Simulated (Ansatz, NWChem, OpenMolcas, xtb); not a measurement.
# From Li to Cs: the dipole moment

Gas-phase molecules, one atom swapped for its congeners: LiI (Lithium Iodide); NaI (Sodium Iodide); KI (Potassium Iodide); RbI; CsI. All are singlets with charge 0.

Shapes, held fixed at every level: measured bond length; NaI from PBE0-D4/def2-TZVP. Programs: Ansatz 0.2.0, NWChem 7.3.0, OpenMolcas 26.06, xtb 6.7.1. A level may come from different programs for different species; with the same settings they agree closely. Values in D.

```
        level    LiI    NaI     KI    RbI    CsI
     GFN0-xTB  10.93  12.68  13.72  14.66  15.59
  HF/def2-SVP   7.81   9.69  11.64  12.30  12.33
     HF/3-21G   7.74  10.08  12.84  13.73  15.05
PBE0/def2-SVP   7.34   8.97  11.00  11.59  11.49
```

At PBE0/def2-SVP the dipole moment isn't monotonic: it is largest for Rb and smallest for Li (11.59 and 7.34 D). 1 of 4 levels show this order throughout; 1 agree on the largest and the smallest. For atoms past krypton def2 sets carry core potentials with scalar relativity. All-electron rows are non-relativistic unless named. GFN0-xTB strays far from the other rows.

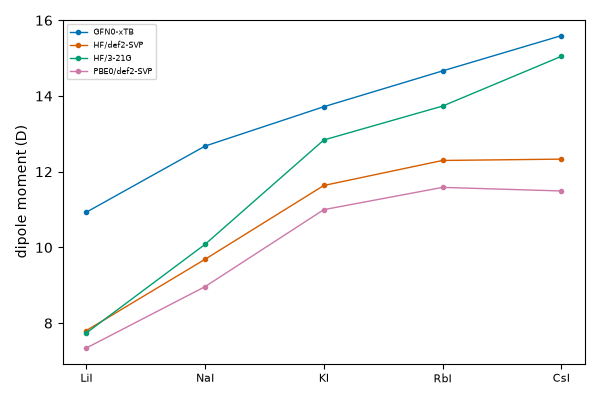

The trend along the series, level by level.
